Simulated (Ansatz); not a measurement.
One crystal and one scan (frozen-phonon scan) at two levels, PBE (plane waves to 420 eV, PAW, scalar-relativistic; Ansatz, a program for electronic structure) and r2SCAN (plane waves to 500 eV, PAW, scalar-relativistic; Ansatz), each from its own relaxed cell and on its own mesh. The cell shown is that of PBE.

Starting cell, TiN (rock salt):

```
TiN
1.0
    0.00000     4.24692     4.24692
    2.12346     2.12346     4.24692
    2.12346     2.12346     0.00000
N Ti
2 2
Direct
  0.00000   0.00000   0.00000
  0.50000   0.00000   0.00000
  0.00000   0.50000   0.50000
  0.50000   0.50000   0.50000
```

The atoms are displaced by Q × the pattern below (from a DFPT mode at X = (0.5, 0.5, 0.0), largest move 1; Q in Å), at fixed cell. (q is in reciprocal vectors of the primitive cell; the cell shown is doubled to hold the pattern.)

```
atom      x      y       z
----  -----  -----  ------
N1    0.000  0.000   1.000
N2    0.000  0.000  -1.000
Ti3   0.000  0.000  -0.058
Ti4   0.000  0.000   0.058
```

TiN is run without spin polarisation. TiN was relaxed with its symmetry unable to fall. With partly filled bands, energies and forces of such displacements shift with the k mesh and the smearing. Percentages come from the unrounded values.

```json
[
 {"quantity": "Lattice constant a (Å)", "PBE": "4.247", "r2SCAN": "4.233", "PBE − r2SCAN": "+0.014 (+0.3 %)"},
 {"quantity": "Harmonic wavenumber from the curvature (finite differences) (cm⁻¹ (negative: imaginary))", "PBE": "543", "r2SCAN": "566", "PBE − r2SCAN": "-23 (-4.0 %)"}
]
```

PBE gives the higher value for: lattice constant a. PBE gives the lower value for: harmonic wavenumber from the curvature. Both give the same shape of the curve: a single well with its minimum at or next to zero displacement. Neither level is exact: the differences show how much the result hangs on the functional.

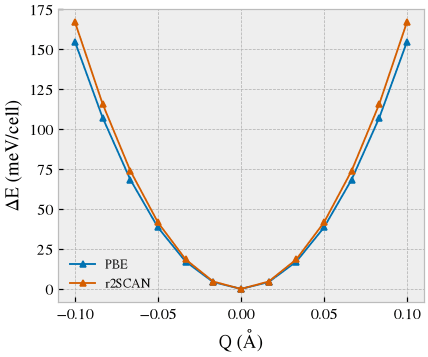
Figure: ΔE, each from the undisplaced structure of its own level.

(A displaced cell: forces are minus the slopes of the energy, force constants its curvatures, and phonons follow from these.)
